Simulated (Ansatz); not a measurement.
**GeH2S···HBr: density, localisation and related maps**

The calculation's input:

```
crystal:
  periodic: [false, false, false]
  atoms:
    - { symbol: Ge, position_ang: [-0.111295, 0.715225, 0.824387] }
    - { symbol: Br, position_ang: [-0.564925, -1.720703, -1.919145] }
    - { symbol: S, position_ang: [1.884157, 0.34105, 0.486879] }
    - { symbol: H, position_ang: [0.681612, -1.130239, -1.371093] }
    - { symbol: H, position_ang: [-0.964345, 1.711803, -0.010598] }
    - { symbol: H, position_ang: [-0.925204, 0.082964, 1.989569] }
basis:
  gaussian: { orbitals: def2-SVP }
hamiltonian:
  xc: pbe
  dispersion: d4
relax:
  f_tol: 0.03
  max_steps: 50
output:
  orbitals: {}
```

Command:

```sh
ansatz run input.yaml --threads 2 --pin off --max-ram 3072MiB --backend cpu --events-out ev --progress --plain --runs-dir out
```

The fields are those of the relaxed geometry.

The calculation used RKS PBE-D4/def2-SVP in Ansatz 0.2.0.

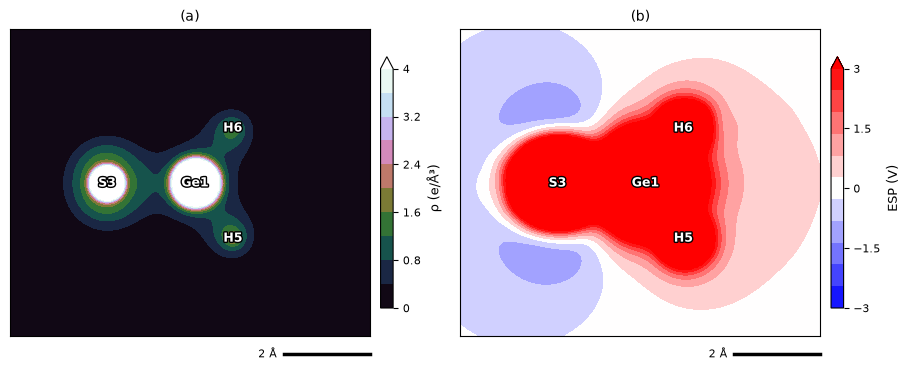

Figure 1. (a) electron density; (b) molecular electrostatic potential on the plane of atoms S3, Ge1 and H5.

> Describe what can be read from this map.

- Atoms in the plane: Ge, S and H.
- Ge–S (2.06 Å): the density is about 0.88 e/Å³ at the midpoint.
- Ge–H (1.56 Å): ρ at the midpoint is about 1 e/Å³.
- Outside the dense part of the complex the potential is most negative (−1.2 V) near S3.

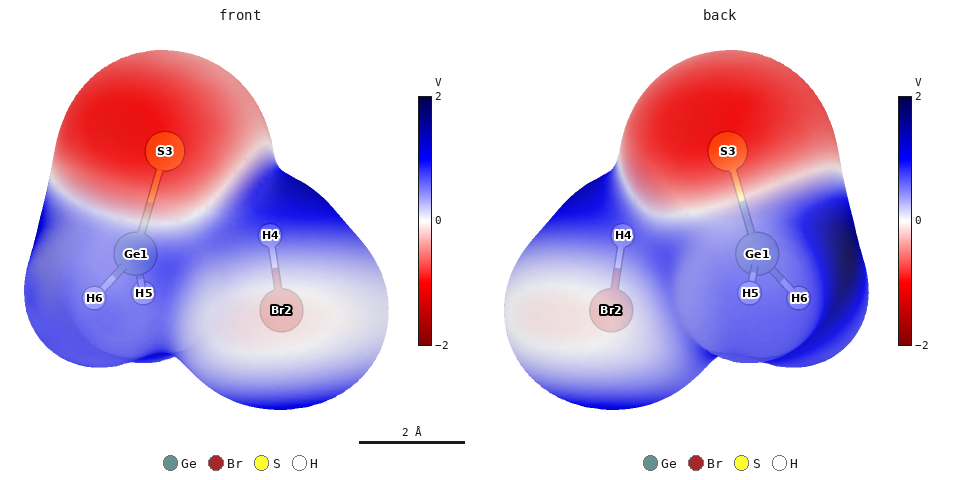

Figure 2. The molecular electrostatic potential painted on the density surface at 0.002 e/bohr³, seen from the front and from behind; the colour scale runs from red (negative) to blue (positive).

> Describe the electrostatic potential map.

The most negative region (about −1.1 V, or −25 kcal/mol for a unit charge) lies over S3, the most positive (about +1.9 V, or +44 kcal/mol for a unit charge) over Ge1. Br2 shows a σ-hole: about +1.1 V, or +25 kcal/mol for a unit charge at the tip opposite its bond, against about +0.2 V on its flanks.

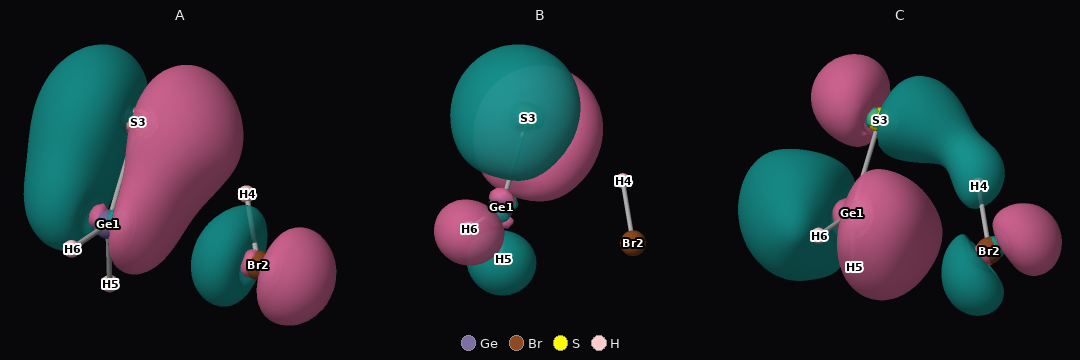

Figure 3. Three frontier orbitals at ±0.08 Å⁻³ᐟ² (teal and pink are the two phases), in no order.

> Order the three orbitals by energy and name them.

A is the HOMO−1 (−6.39 eV). Its weight (Hirshfeld) is mainly on S3 (about 65 %), Ge1 (about 20 %) and Br2 (about 15 %). B is the HOMO (−5.53 eV). By Hirshfeld shares it lies mainly on S3 (about 80 %) and Ge1 (about 10 %); largely a lone pair of S3. C is the LUMO (−3.16 eV). Its weight (Hirshfeld) is mainly on Ge1 (about 55 %), S3 (about 20 %) and Br2 (about 10 %).

> What is the HOMO–LUMO gap?

2.37 eV between the orbital energies.
